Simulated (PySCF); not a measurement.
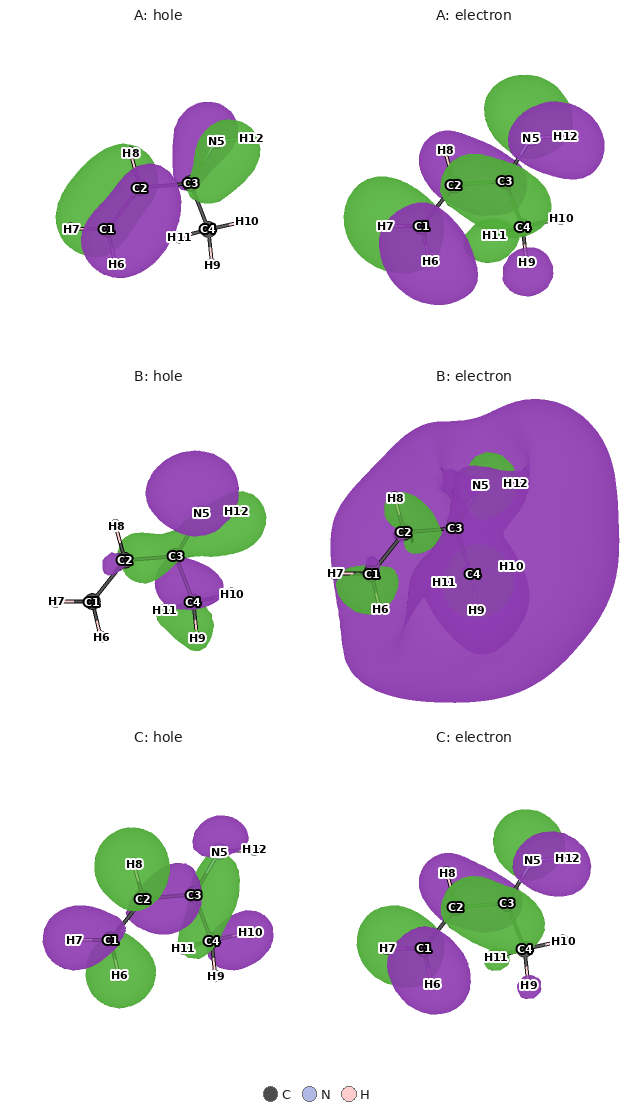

Figure. C$_{4}$H$_{7}$N, SMILES `C=CC(C)=N`. Leading natural transition orbital pairs of 3 excited states (full linear response singlet states).

PySCF calculation, PBE0/def2-SVPD, gas phase; geometry: GFN2-xTB. No frequency check shows the geometry to be a minimum.

```csv
state,energy (eV),f
S₂,6.26,0.469
S₃,7.08,0.034
S₄,7.24,0.002
```

### Which pair belongs to which state?

A is S₂ (π → π*): hole on C1 (35 %) and C2 (27 %), electron on N5 (24 %) and C1 and C3 (21 % each). B is S₃ (partly diffuse acceptor orbital): hole on N5 (64 %) and C3 (10 %), electron on H12 (19 %) and H10 (18 %). C is S₄ (σ → π*): hole on C2 (22 %) and C1 (15 %), electron on C1 (26 %) and N5 (21 %).

Cost of the run: 14 min on 1 thread of Intel(R) Xeon(R) Processor @ 2.70GHz, on a shared host, peak memory 0.89 GiB.
